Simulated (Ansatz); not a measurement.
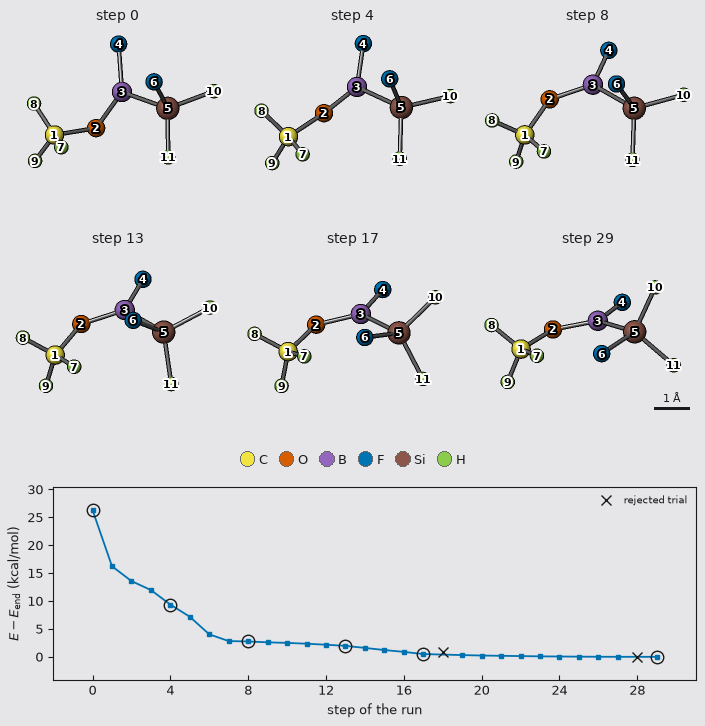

Frames of a relaxation of CH₅BF₂OSi (coarse preliminary run), marked on the history of the run. A ball-and-stick model, seen at a tilt.

The start comes from a force field.

All numbers below come from Ansatz, RKS PBE-D4/def2-SVP.

The input:
```yaml
crystal:
  periodic: [false, false, false]
  atoms:
    - {symbol: C, position_ang: [-1.424700, -0.979400, -0.583700]}
    - {symbol: O, position_ang: [-1.174600, 0.437600, -0.591300]}
    - {symbol: B, position_ang: [-0.267700, 0.712900, 0.499500]}
    - {symbol: F, position_ang: [-0.667500, 1.067600, 1.817900]}
    - {symbol: Si, position_ang: [1.683000, 0.682900, 0.178900]}
    - {symbol: F, position_ang: [2.401200, -0.443400, 1.196700]}
    - {symbol: H, position_ang: [-0.539300, -1.552100, -0.780400]}
    - {symbol: H, position_ang: [-1.937800, -1.231600, 0.341700]}
    - {symbol: H, position_ang: [-2.178300, -1.116300, -1.383000]}
    - {symbol: H, position_ang: [2.243000, 2.019200, 0.512800]}
    - {symbol: H, position_ang: [1.928100, 0.345500, -1.188400]}
basis:
  gaussian: {orbitals: def2-SVP}
hamiltonian: {xc: pbe, dispersion: d4}
relax: {f_tol: 0.03, max_steps: 200}
```

Launched with:
```bash
ansatz run in.yaml --threads 4 --pin off --events-out ev --progress --plain --max-ram 10444MiB
```

**What happens along the run?**

Over 27 accepted moves (29 points after the start) the energy falls by 26.3 kcal/mol. The largest force component goes from 2.7 to 0.017 eV/Å. The line search rejected the trial steps at points 18, 28 of the run. The forces were under the threshold at step 23, but the run went on from there. The largest move after the best rigid fit is that of F4, 1.76 Å. By element the largest moves are F 1.76 Å, H 1.46 Å, O 0.74 Å, B 0.43 Å, C 0.35 Å, Si 0.10 Å. Among the contacts that change: O2–B3 1.445 → 1.348 Å, Si5–H11 1.429 → 1.506 Å, B3–F4 1.423 → 1.346 Å, B3–Si5 1.977 → 2.044 Å. Among the angles between lasting bonds that change: C1–O2–B3 107.0° → 125.2°, O2–B3–Si5 119.6° → 129.3°, O2–B3–F4 124.8° → 116.0°. Groups turn about B3–Si5 by about 120°, O2–B3 by about 90°, C1–O2 by about 65°. From step 0 to 4: O2 moves most (0.48 Å), energy −16.9 kcal/mol. From step 4 to 8: O and F atoms move most (0.53 Å), energy −6.62 kcal/mol. From step 8 to 13: F6 moves most (0.57 Å), energy −0.79 kcal/mol. From step 13 to 17: F and H atoms move most (0.55 Å), energy −1.47 kcal/mol. From step 17 to 29: H11 moves most (0.59 Å), energy −0.50 kcal/mol.

| step | E − E(0), kcal/mol | largest force component, eV/Å | note |
| --- | --- | --- | --- |
| 0 | 0.00 | 2.6584 |  |
| 1 | -10.06 | 1.4615 |  |
| 2 | -12.73 | 1.1246 |  |
| 3 | -14.34 | 1.1097 |  |
| 4 | -16.94 | 1.0391 |  |
| 5 | -19.13 | 1.0199 |  |
| 6 | -22.27 | 0.6757 |  |
| 7 | -23.48 | 0.1441 |  |
| 8 | -23.55 | 0.4344 |  |
| 9 | -23.71 | 0.2004 |  |
| 10 | -23.81 | 0.1224 |  |
| 11 | -23.96 | 0.3215 |  |
| 12 | -24.14 | 0.4090 |  |
| 13 | -24.34 | 0.6199 |  |
| 14 | -24.71 | 0.6518 |  |
| 15 | -25.09 | 0.5746 |  |
| 16 | -25.42 | 0.6037 |  |
| 17 | -25.81 | 0.2815 |  |
| 18 | -25.51 | 0.5277 | rejected |
| 19 | -26.00 | 0.0819 |  |
| 20 | -26.07 | 0.1235 |  |
| 21 | -26.13 | 0.1638 |  |
| 22 | -26.17 | 0.1255 |  |
| 23 | -26.22 | 0.0261 |  |
| 24 | -26.25 | 0.0755 |  |
| 25 | -26.28 | 0.0602 |  |
| 26 | -26.30 | 0.0414 |  |
| 27 | -26.30 | 0.0416 |  |
| 28 | -26.29 | 0.0805 | rejected |
| 29 | -26.31 | 0.0171 |  |
